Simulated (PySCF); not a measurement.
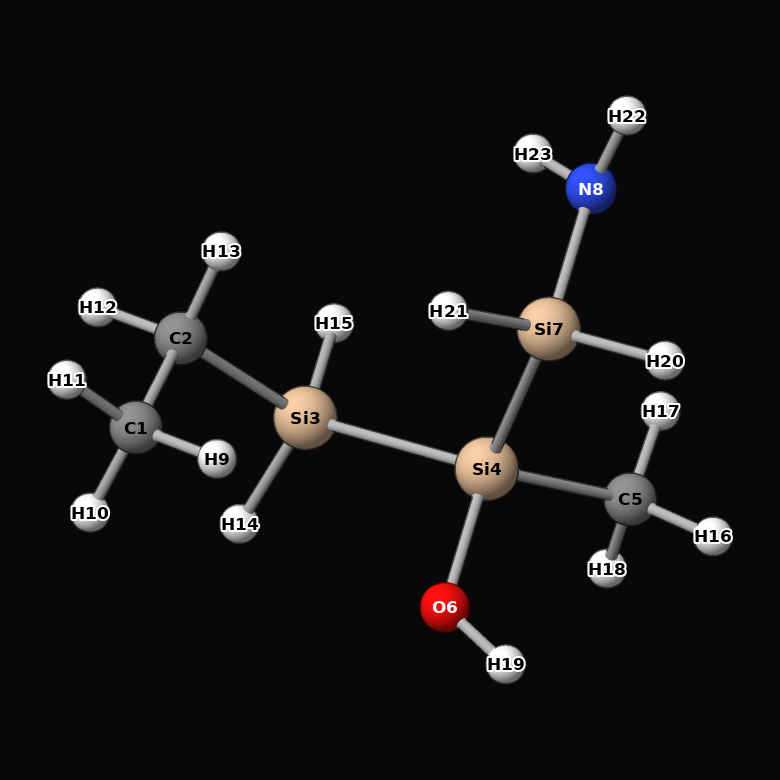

The questions are on isotropic NMR shieldings of the C atoms. The computed structure is the end point of a GFN2-xTB optimisation. No frequency run is at hand to confirm it as a minimum. Level of theory: GIAO PBE0/pcSseg-1 NMR shielding, non-relativistic, gas phase (PySCF 2.14.0).

Give the isotropic NMR shieldings of the C atoms atom by atom.

```csv
atom,σ (ppm)
C1,172.8
C2,180.8
C5,181.6
```

The geometry is semi-empirical. Around Si such bond lengths and angles can be off by a tenth of an ångström or more and by several degrees, and values that hang on the shape move with them.
